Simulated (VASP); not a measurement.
**How k-mesh and smearing change a VASP run on Bi2Pd (Urvantsevite)**

Aim: find what the k-mesh and smearing change for Bi2Pd (Urvantsevite), and what they cost. The series runs use LDA. The k-mesh tried: 2 2 2; 3 3 3; 4 4 4; 5 5 5; 6 6 6; 8 8 8; 10 10 10; 13 13 13. The smearing tried: ISMEAR = -1, SIGMA = 0.01; ISMEAR = -1, SIGMA = 0.05; ISMEAR = -1, SIGMA = 0.1; ISMEAR = -1, SIGMA = 0.2; ISMEAR = -1, SIGMA = 0.5; ISMEAR = 1, SIGMA = 0.01; ISMEAR = 1, SIGMA = 0.05; ISMEAR = 1, SIGMA = 0.1; ISMEAR = 1, SIGMA = 0.2; ISMEAR = 1, SIGMA = 0.5; ISMEAR = -5. The start is a cell from a database of measured crystal structures.

Main program and level: VASP 6.6.1; LDA; plane waves and PAW (Bi_d, Pd).

### 1. Starting point

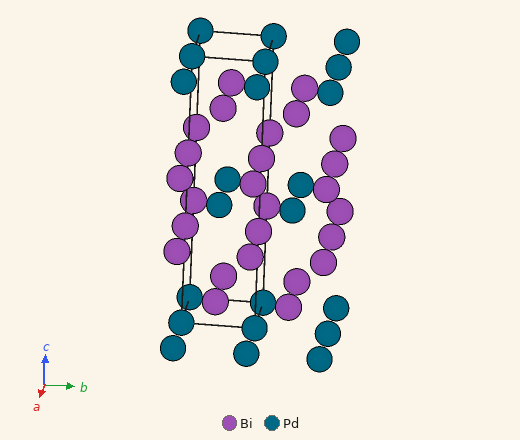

The cell as given, slightly off an axis (bismuth purple, palladium blue). 2×2×1 cells are drawn. This picture shows the conventional cell, with its axes. Some periodic images of atoms are drawn too.

As a file:

```xyz
3
Lattice="0.0000 -3.3620 0.0000 -3.3620 0.0000 0.0000 1.6810 -1.6810 -6.4915" Properties=species:S:1:pos:R:3 pbc="T T T"
Bi   -1.6810   -1.6810   -1.7787
Bi    0.0000   -3.3620   -4.7128
Pd    0.0000    0.0000    0.0000
```

### 2. K-mesh: 2 2 2

The sum over the zone converges with the mesh, fast for insulators and slowly for metals. LDA, the lowest rung, knows the local density alone.

File INCAR:

```
SYSTEM = Bi2Pd
PREC = Accurate
ENCUT = 400
EDIFF = 1E-06
NELM = 100
ISMEAR = -1
SIGMA = 0.05
LREAL = .FALSE.
ALGO = Normal
GGA = CA
NBANDS = 26
LASPH = .TRUE.
LORBIT = 11
LWAVE = .FALSE.
LCHARG = .FALSE.
NCORE = 4
ISIF = 2
```

File POSCAR:

```
Bi2Pd
1.0
    0.0000000000     -3.3620000000      0.0000000000
   -3.3620000000      0.0000000000      0.0000000000
    1.6810000000     -1.6810000000     -6.4915000000
Bi Pd
2 1
Direct
    0.3630000000      0.6370000000      0.2740000000
    0.6370000000      0.3630000000      0.7260000000
    0.0000000000      0.0000000000      0.0000000000
```

File KPOINTS:

```
Automatic mesh
0
Gamma
2 2 2
0 0 0
```

Potentials, in the order of the species: Bi_d and Pd (PBE family, release 64).

The run is started by

```sh
$ mpirun -np 4 vasp_std
```

Log:

```text
[banner, memory and clock lines left out]
running    4 mpi-ranks, on    1 nodes
 distrk:  each k-point on    4 cores,    1 groups
 distr:  one band on    4 cores,    1 groups

 POSCAR found type information on POSCAR BiPd
 POSCAR found :  2 types and       3 ions
|                                                                             |
|               ----> ADVICE to this user running VASP <----                  |
|                                                                             |
|     You enforced a specific xc type in the INCAR file but a different       |
|     [... a line on the potential file left out ...]
|     I HOPE YOU KNOW WHAT YOU ARE DOING!                                     |
|                                                                             |

 LDA part: xc-table for (Slater(with rela. corr.)+CA(PZ))
 , standard interpolation
 POSCAR, INCAR and KPOINTS ok, starting setup
 FFT: planning ... GRIDC
 FFT: planning ... GRID_SOFT
 FFT: planning ... GRID
 WAVECAR not read
 entering main loop
       N       E                     dE             d eps       ncg     rms          rms(c)
DAV:   1     0.372388074468E+03    0.37239E+03   -0.17739E+04   208   0.158E+03
DAV:   2     0.142014078503E+02   -0.35819E+03   -0.35238E+03   208   0.434E+02
DAV:   3    -0.166637202903E+02   -0.30865E+02   -0.30489E+02   258   0.147E+02
DAV:   4    -0.176619664104E+02   -0.99825E+00   -0.99398E+00   248   0.278E+01
DAV:   5    -0.176989962192E+02   -0.37030E-01   -0.37028E-01   296   0.459E+00    0.540E+00
DAV:   6    -0.174733060128E+02    0.22569E+00   -0.72470E-01   232   0.661E+00    0.299E+00
DAV:   7    -0.174465898500E+02    0.26716E-01   -0.46191E-01   220   0.412E+00    0.169E+00
DAV:   8    -0.174203642851E+02    0.26226E-01   -0.94860E-02   240   0.205E+00    0.332E-01
DAV:   9    -0.174194793115E+02    0.88497E-03   -0.71490E-03   232   0.812E-01    0.522E-02
DAV:  10    -0.174194929725E+02   -0.13661E-04   -0.53039E-04   278   0.150E-01    0.281E-02
DAV:  11    -0.174194898450E+02    0.31275E-05   -0.43935E-05   272   0.555E-02    0.109E-02
DAV:  12    -0.174194906765E+02   -0.83149E-06   -0.46222E-06   192   0.178E-02
   1 F= -.17419491E+02 E0= -.17402347E+02  d E =-.342874E-01
```

Wall time 3.4 s (4 MPI ranks of Intel Xeon Platinum 8259CL at 2.50GHz (Skylake/Cascade Lake), shared host); peak memory 0.42 GiB; 10 s of CPU time.

The logs omit lines about the potential files and the build; timing stands in the text.

Parts of OUTCAR (step 2):

```text
ion  position               nearest neighbor table
   1  0.363  0.637  0.274-   3 2.97   3 2.97   3 2.97   3 2.97   2 3.56   2 3.78   2 3.78   2 3.78
                             2 3.78
   2  0.637  0.363  0.726-   3 2.97   3 2.97   3 2.97   3 2.97   1 3.56   1 3.78   1 3.78   1 3.78
                             1 3.78
   3  0.000  0.000  0.000-   1 2.97   2 2.97   1 2.97   2 2.97   2 2.97   2 2.97   1 2.97   1 2.97

  LATTYP: Found a body centered tetragonal cell.
 ALAT       =     3.3620000000
 C/A-ratio  =     3.8616894706

 Subroutine GETGRP returns: Found 16 space group operations
 (whereof 16 operations were pure point group operations)

The static configuration has the point symmetry D_4h.

 Found      4 irreducible k-points:

   k-points           NKPTS =      4   k-points in BZ     NKDIM =      4   number of bands    NBANDS=     26

   dimension x,y,z NGX =    24 NGY =   24 NGZ =   48
   dimension x,y,z NGXF=    48 NGYF=   48 NGZF=   96

   ENCUT  =  400.0 eV  29.40 Ry    5.42 a.u.   5.48  5.48 11.27*2*pi/ulx,y,z

   NELECT =      40.0000    total number of electrons

 k-points in reciprocal lattice and weights: Automatic mesh
   0.00000000  0.00000000  0.00000000       0.125
   0.50000000  0.00000000  0.00000000       0.500
   0.50000000  0.50000000  0.00000000       0.250
   0.00000000  0.00000000  0.50000000       0.125

 average (electrostatic) potential at core
       1-102.1876       2-102.1876       3 -71.1633

 E-fermi :   9.8436

 k-point     1 :       0.0000    0.0000    0.0000
  band No.  band energies     occupation
    ...
     14       5.2463      2.00000
     15       6.0140      2.00000
     16       6.0140      2.00000
     17       6.3497      2.00000
     18       6.6359      2.00000
     19      10.4689      0.00001
     20      11.2862      0.00000
     21      11.2862      0.00000
     22      12.0064      0.00000
     23      12.0064      0.00000
    ...

 k-point     2 :       0.5000    0.0000    0.0000
  band No.  band energies     occupation
    ...
     16       5.8567      2.00000
     17       5.9442      2.00000
     18       6.4234      2.00000
     19       6.6268      2.00000
     20       7.4549      2.00000
     21       9.9618      0.17176
     22      13.3191      0.00000
     23      13.3244      0.00000
     24      13.6675      0.00000
     25      14.9295      0.00000
    ...

 k-point     3 :       0.5000    0.5000    0.0000
  band No.  band energies     occupation
    ...
     18       6.3179      2.00000
     19       7.3098      2.00000
     20       8.0823      2.00000
     21       9.4818      1.99856
     22       9.8897      0.56866
     23       9.9968      0.08917
     24      11.0542      0.00000
     25      12.1517      0.00000
     26      12.8919      0.00000

  Total       -6.3991297     -6.3991297      3.6022021      0.0000000     -0.0000000     -0.0000000
  in kB     -139.7304365   -139.7304365     78.6571455      0.0000000     -0.0000000     -0.0000000
  external PRESSURE =     -66.9345758 kB  Pullay stress =       0.0000000 kB

  energy-cutoff  :      400.00
  volume of cell :       73.37
      direct lattice vectors                 reciprocal lattice vectors
     0.000000000 -3.362000000  0.000000000     0.000000000 -0.297441999  0.077023800
    -3.362000000  0.000000000  0.000000000    -0.297441999  0.000000000 -0.077023800
     1.681000000 -1.681000000 -6.491500000     0.000000000  0.000000000 -0.154047601

 POSITION                                       TOTAL-FORCE (eV/Angst)
 -----------------------------------------------------------------------------------
     -1.68100     -1.68100     -1.77867         0.000000     -0.000000      0.213145
      0.00000     -3.36200     -4.71283        -0.000000      0.000000     -0.213145
      0.00000      0.00000      0.00000         0.000000      0.000000      0.000000
 -----------------------------------------------------------------------------------
    total drift:                                0.000000     -0.000000     -0.000000

  FREE ENERGIE OF THE ION-ELECTRON SYSTEM (eV)
  ---------------------------------------------------
  free  energy   TOTEN  =       -17.4194906765 eV

  energy  without entropy=      -17.3852032457  energy(sigma->0) =      -17.40234696

 total charge
# of ion       s       p       d       tot
------------------------------------------
    1        1.523   1.317   9.929  12.769
    2        1.523   1.317   9.929  12.769
    3        0.330   0.346   8.774   9.451
--------------------------------------------------
tot          3.377   2.980  28.632  34.989

[... 1 further part left out ...]
```

The PAW data sets were made with PBE, though LDA sets exist; this is a small mismatch.

Numbers from this step:

| Item | Value |
| --- | --- |
| electronic steps | 12 |
| electrons | 40 |
| bands | 26 |
| irreducible k points | 4 |
| symmetry operations | 16 |
| free energy (TOTEN) | -17.42 eV |
| energy at zero smearing | -17.40 eV |
| Fermi energy | 9.844 eV |
| pressure | -6.693 GPa |
| metallic | yes |

The series starts at -5.8008 eV an atom and -6.69 GPa, after 12 cycles in 3.4 s.

### 3. K-mesh: 3 3 3

Changes to INCAR since step 2:

```diff
@@ -15,3 +15,4 @@
 LCHARG = .FALSE.
-NCORE = 4
+KPAR = 2
+NCORE = 2
 ISIF = 2
```

POSCAR is that of step 2.

File KPOINTS:

```
Automatic mesh
0
Gamma
3 3 3
0 0 0
```

The run is started by

```sh
$ mpirun -np 4 vasp_std
```

Log:

```text
[banner, memory and clock lines left out]
running    4 mpi-ranks, on    1 nodes
[...]
[... a notice as in an earlier step ...]

 LDA part: xc-table for (Slater(with rela. corr.)+CA(PZ))
 , standard interpolation
 POSCAR, INCAR and KPOINTS ok, starting setup
[...]
entering main loop
       N       E                     dE             d eps       ncg     rms          rms(c)
DAV:   1     0.379169957242E+03    0.37917E+03   -0.17943E+04   312   0.156E+03
DAV:   2     0.164453890110E+02   -0.36272E+03   -0.35596E+03   312   0.441E+02
DAV:   3    -0.161373176162E+02   -0.32583E+02   -0.32186E+02   398   0.151E+02
DAV:   4    -0.171758031221E+02   -0.10385E+01   -0.10371E+01   374   0.282E+01
[...]
DAV:  10    -0.168582289055E+02    0.11224E-03   -0.11282E-03   344   0.261E-01    0.307E-02
DAV:  11    -0.168582231714E+02    0.57341E-05   -0.92218E-05   412   0.864E-02    0.109E-02
DAV:  12    -0.168582230273E+02    0.14408E-06   -0.78799E-06   338   0.220E-02
   1 F= -.16858223E+02 E0= -.16846829E+02  d E =-.227879E-01
```

Run time: 4.6 s. Hardware: 4 MPI ranks; peak memory 0.51 GiB; 14 s of CPU time.

Parts of OUTCAR (step 3):

```text
  Total       -1.3325388     -1.3325388     -2.1287969      0.0000000      0.0000000      0.0000000
  in kB      -29.0971176    -29.0971176    -46.4840894      0.0000000      0.0000000      0.0000000
  external PRESSURE =     -34.8927748 kB  Pullay stress =       0.0000000 kB

 POSITION                                       TOTAL-FORCE (eV/Angst)
 -----------------------------------------------------------------------------------
     -1.68100     -1.68100     -1.77867         0.000000     -0.000000      0.542081
      0.00000     -3.36200     -4.71283        -0.000000      0.000000     -0.542081
      0.00000      0.00000      0.00000         0.000000      0.000000      0.000000
 -----------------------------------------------------------------------------------
    total drift:                                0.000000     -0.000000     -0.000000

  FREE ENERGIE OF THE ION-ELECTRON SYSTEM (eV)
  ---------------------------------------------------
  free  energy   TOTEN  =       -16.8582230273 eV

  energy  without entropy=      -16.8354351363  energy(sigma->0) =      -16.84682908

[... 1 part as in an earlier step ...]

[... 2 further parts left out ...]
[key lines of the parts left out:]
E-fermi :   8.1871
```

Against the run before the energy moves by +185.17 meV an atom and the pressure by +3.20 GPa, after 12 cycles in 4.6 s.

### 4. K-mesh: 4 4 4

Changes to INCAR since step 3:

```diff
@@ -15,4 +15,3 @@
 LCHARG = .FALSE.
-KPAR = 2
-NCORE = 2
+KPAR = 4
 ISIF = 2
```

POSCAR is that of step 3.

File KPOINTS:

```
Automatic mesh
0
Gamma
4 4 4
0 0 0
```

The run is started by

```sh
$ mpirun -np 4 vasp_std
```

Log:

```text
[banner, memory and clock lines left out]
running    4 mpi-ranks, on    1 nodes
[...]
[... a notice as in an earlier step ...]

 LDA part: xc-table for (Slater(with rela. corr.)+CA(PZ))
 , standard interpolation
 POSCAR, INCAR and KPOINTS ok, starting setup
[...]
entering main loop
       N       E                     dE             d eps       ncg     rms          rms(c)
DAV:   1     0.378087821778E+03    0.37809E+03   -0.17868E+04   708   0.160E+03
DAV:   2     0.158114329951E+02   -0.36228E+03   -0.35548E+03   698   0.435E+02
DAV:   3    -0.154300836203E+02   -0.31242E+02   -0.30873E+02   810   0.145E+02
DAV:   4    -0.164767420949E+02   -0.10467E+01   -0.10454E+01   860   0.279E+01
[...]
DAV:  10    -0.161721425024E+02    0.60854E-04   -0.69498E-04   736   0.192E-01    0.282E-02
DAV:  11    -0.161721367171E+02    0.57853E-05   -0.63662E-05   932   0.613E-02    0.970E-03
DAV:  12    -0.161721368098E+02   -0.92669E-07   -0.32376E-06   618   0.144E-02
   1 F= -.16172137E+02 E0= -.16163402E+02  d E =-.174704E-01
```

Wall time 6.6 s (4 MPI ranks); peak memory 0.56 GiB.

From OUTCAR (step 4):

```text
  Total       -0.0581936     -0.0581936     -3.3914078      0.0000000      0.0000000     -0.0000000
  in kB       -1.2707073     -1.2707073    -74.0542727      0.0000000      0.0000000     -0.0000000
  external PRESSURE =     -25.5318958 kB  Pullay stress =       0.0000000 kB

 POSITION                                       TOTAL-FORCE (eV/Angst)
 -----------------------------------------------------------------------------------
     -1.68100     -1.68100     -1.77867         0.000000     -0.000000      0.413690
      0.00000     -3.36200     -4.71283        -0.000000      0.000000     -0.413690
      0.00000      0.00000      0.00000         0.000000      0.000000      0.000000
 -----------------------------------------------------------------------------------
    total drift:                                0.000000     -0.000000     -0.000000

  FREE ENERGIE OF THE ION-ELECTRON SYSTEM (eV)
  ---------------------------------------------------
  free  energy   TOTEN  =       -16.1721368098 eV

  energy  without entropy=      -16.1546664262  energy(sigma->0) =      -16.16340162

[... 1 part as in an earlier step ...]

[... 2 further parts left out ...]
[key lines of the parts left out:]
E-fermi :   8.5208
```

Against the run before the energy moves by +227.81 meV an atom and the pressure by +0.94 GPa, after 12 cycles in 6.6 s.

### 5. K-mesh: 5 5 5

INCAR is that of step 4.

POSCAR is that of step 4.

File KPOINTS:

```
Automatic mesh
0
Gamma
5 5 5
0 0 0
```

The run is started by

```sh
$ mpirun -np 4 vasp_std
```

Log:

```text
[... set-up lines as in an earlier step ...]
 entering main loop
       N       E                     dE             d eps       ncg     rms          rms(c)
DAV:   1     0.383812520744E+03    0.38381E+03   -0.18040E+04   936   0.159E+03
DAV:   2     0.172024499423E+02   -0.36661E+03   -0.35916E+03   954   0.443E+02
DAV:   3    -0.155404158510E+02   -0.32743E+02   -0.32294E+02  1196   0.149E+02
DAV:   4    -0.165473316242E+02   -0.10069E+01   -0.10056E+01  1082   0.279E+01
[...]
DAV:  10    -0.162821451489E+02    0.67144E-04   -0.61011E-04  1012   0.183E-01    0.282E-02
DAV:  11    -0.162821411058E+02    0.40431E-05   -0.72209E-05  1190   0.599E-02    0.573E-03
DAV:  12    -0.162821414263E+02   -0.32052E-06   -0.34793E-06   914   0.123E-02
   1 F= -.16282141E+02 E0= -.16277412E+02  d E =-.945869E-02
```

Run time: 6.2 s. Hardware: 4 MPI ranks; peak memory 0.59 GiB.

Parts of OUTCAR (step 5):

```text
  Total       -1.3101289     -1.3101289     -2.5239295      0.0000000      0.0000000      0.0000000
  in kB      -28.6077784    -28.6077784    -55.1121450      0.0000000      0.0000000      0.0000000
  external PRESSURE =     -37.4425673 kB  Pullay stress =       0.0000000 kB

 POSITION                                       TOTAL-FORCE (eV/Angst)
 -----------------------------------------------------------------------------------
     -1.68100     -1.68100     -1.77867        -0.000000     -0.000000      0.161724
      0.00000     -3.36200     -4.71283        -0.000000     -0.000000     -0.161724
      0.00000      0.00000      0.00000         0.000000      0.000000      0.000000
 -----------------------------------------------------------------------------------
    total drift:                                0.000000     -0.000000     -0.000000

  FREE ENERGIE OF THE ION-ELECTRON SYSTEM (eV)
  ---------------------------------------------------
  free  energy   TOTEN  =       -16.2821414263 eV

  energy  without entropy=      -16.2726827381  energy(sigma->0) =      -16.27741208

[... 1 part as in an earlier step ...]

[... 2 further parts left out ...]
[key lines of the parts left out:]
E-fermi :   8.7683
```

Against the run before the energy moves by -38.00 meV an atom and the pressure by -1.19 GPa, after 12 cycles in 6.2 s.

### 6. K-mesh: 6 6 6

INCAR is that of step 5.

POSCAR is that of step 5.

File KPOINTS:

```
Automatic mesh
0
Gamma
6 6 6
0 0 0
```

The run is started by

```sh
$ mpirun -np 4 vasp_std
```

Log:

```text
[... set-up lines as in an earlier step ...]
 entering main loop
       N       E                     dE             d eps       ncg     rms          rms(c)
DAV:   1     0.374777384629E+03    0.37478E+03   -0.17865E+04  1570   0.159E+03
DAV:   2     0.148567647609E+02   -0.35992E+03   -0.35346E+03  1598   0.436E+02
DAV:   3    -0.156412560193E+02   -0.30498E+02   -0.30098E+02  1918   0.145E+02
DAV:   4    -0.166192173406E+02   -0.97796E+00   -0.97519E+00  1892   0.274E+01
[...]
DAV:  10    -0.163541503927E+02    0.59532E-04   -0.60412E-04  1658   0.179E-01    0.282E-02
DAV:  11    -0.163541470093E+02    0.33834E-05   -0.71276E-05  2044   0.648E-02    0.500E-03
DAV:  12    -0.163541472933E+02   -0.28403E-06   -0.37264E-06  1544   0.140E-02
   1 F= -.16354147E+02 E0= -.16348300E+02  d E =-.116947E-01
```

It took 11 s on 4 MPI ranks; peak memory 0.63 GiB.

OUTCAR, selected parts (step 6):

```text
  Total       -1.5984052     -1.5984052     -1.7991630      0.0000000      0.0000000      0.0000000
  in kB      -34.9025363    -34.9025363    -39.2862537      0.0000000      0.0000000      0.0000000
  external PRESSURE =     -36.3637754 kB  Pullay stress =       0.0000000 kB

 POSITION                                       TOTAL-FORCE (eV/Angst)
 -----------------------------------------------------------------------------------
     -1.68100     -1.68100     -1.77867        -0.000000      0.000000      0.100712
      0.00000     -3.36200     -4.71283         0.000000     -0.000000     -0.100712
      0.00000      0.00000      0.00000         0.000000      0.000000     -0.000000
 -----------------------------------------------------------------------------------
    total drift:                                0.000000     -0.000000     -0.000000

  FREE ENERGIE OF THE ION-ELECTRON SYSTEM (eV)
  ---------------------------------------------------
  free  energy   TOTEN  =       -16.3541472933 eV

  energy  without entropy=      -16.3424525958  energy(sigma->0) =      -16.34829994

[... 1 part as in an earlier step ...]

[... 2 further parts left out ...]
[key lines of the parts left out:]
E-fermi :   8.9205
```

Against the run before the energy moves by -23.63 meV an atom and the pressure by +0.11 GPa, after 12 cycles in 11 s.

[end of part 1 of 4]

[Lines on the potential files, build, host, timing and source positions are cut from VASP's logs without a mark.]

[Logs are printed without paths, hosts, clocks, repeated set-up lines and the standing remarks that a program may print on its own settings, such as how far it seeks lower states.]

[Hosts, paths, dates, database ids (printed as entryN), source tags and the programs' standing remarks are cut or masked in the printed files.]

[A measured line is paired with the nearest computed mode of its activity, which favours agreement.]
